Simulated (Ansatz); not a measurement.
# CH3BS: ladder of basis sets in Python

Wanted for CH3BS: a ladder of basis sets.

Program: the Python package of Ansatz 0.2.0. The levels of theory stand in the script. These are calculated values, not measurements.

### 1 Starting point

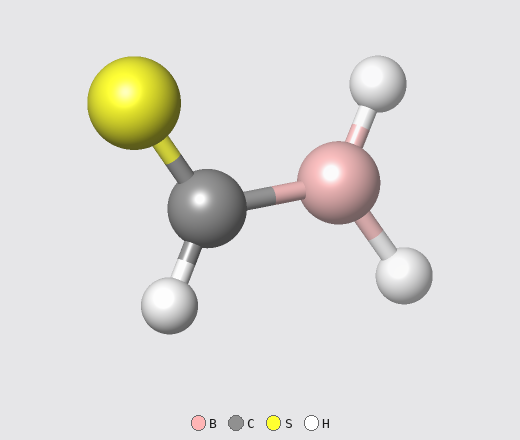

The structure that the script starts from, seen from a chosen angle (boron pink, carbon grey, sulfur yellow, hydrogen white).

ch3bs.xyz, read by the script:

```xyz
6

B    -0.58380   -0.24460   -0.44340
C     0.56790    0.26690    0.42360
S     1.45520   -0.68600    0.95830
H    -0.73450   -1.33590   -0.68760
H    -1.37690    0.59310   -0.91730
H     0.71420    1.34240    0.62020
```

### 2 The script

The input, basis_ch3bs.py:

```python
# -*- coding: utf-8 -*-
"""Basis-set convergence for CH3BS."""

import ansatz as az


def main():
    mol = az.Crystal.molecule_from_extxyz("ch3bs.xyz")

    model = mol.calculation().functional("hf")

    energies = {}
    for basis in ["cc-pVDZ", "cc-pVTZ"]:
        r = model.basis(gaussian=basis).run().report
        size = r["n_frozen"] + r["n_occupied"][0] + r["n_virtual"][0]
        energies[basis] = (r["reference_energy_ev"] / 27.211386246, r["free_energy_ev"] / 27.211386246)
        print(f"{basis:14s} {size:4d} orbitals  reference {energies[basis][0]:14.6f} Ha  total {energies[basis][1]:14.6f} Ha")

    last = energies["cc-pVTZ"][1]
    for basis, (_, total) in energies.items():
        print(f"{basis:14s} lies {27.211386 * (total - last):9.4f} eV above cc-pVTZ")


if __name__ == "__main__":
    main()
```

### 3 What the engine is handed

The package turns the script's settings into the engine's input (first run):

```yaml
crystal:
  periodic: [false, false, false]
  atoms:
    - { symbol: B, position_ang: [-0.5838, -0.2446, -0.4434] }
    - { symbol: C, position_ang: [0.5679, 0.2669, 0.4236] }
    - { symbol: S, position_ang: [1.4552, -0.686, 0.9583] }
    - { symbol: H, position_ang: [-0.7345, -1.3359, -0.6876] }
    - { symbol: H, position_ang: [-1.3769, 0.5931, -0.9173] }
    - { symbol: H, position_ang: [0.7142, 1.3424, 0.6202] }
basis:
  gaussian:
    orbitals: cc-pVDZ
hamiltonian:
  xc: hf
```

### 4 Running it

The run is started by

```bash
> python basis_ch3bs.py
```

Log:

```text
cc-pVDZ          61 orbitals  reference    -461.716640 Ha  total    -461.716640 Ha
cc-pVTZ         136 orbitals  reference    -461.756080 Ha  total    -461.756080 Ha
cc-pVDZ        lies    1.0732 eV above cc-pVTZ
cc-pVTZ        lies    0.0000 eV above cc-pVTZ
```

Run time: 2 s. Hardware: 1 thread of Arm Neoverse V1, shared host; peak memory 0.27 GiB.

### 5 Inputs of later runs

The engine's inputs for the other runs:

Run 2, against run 1:

```diff
@@ -12 +12 @@
-    orbitals: cc-pVDZ
+    orbitals: cc-pVTZ
```

Lines on the test bed's own set-up are left out of the output.

A comment line of the script is reworded here; the code is as run.

### 6 The runs side by side

The 2 runs, in the order started:

```
run    basis  energy (eV)  SCF cycles  CPU time (s)
  1  cc-pVDZ  -12563.9498          11          0.38
  2  cc-pVTZ  -12565.0230          12           1.2
```

### 7 What came out

| quantity | value |
| --- | --- |
| runs compared | 2 |

In words: Against cc-pVDZ: cc-pVTZ -39.4 mHa. The last step alone is -39.44 mHa. The drop along the ladder measures the basis error, and is no property of the molecule. The geometry is a force-field or estimated start, not a minimum of this method, and the last set is no limit. Much of the fall in a total is atomic energy, which cancels in bond and reaction energies. For Al to Cl the sets with a tight d function, cc-pV(X+d)Z, are usual.
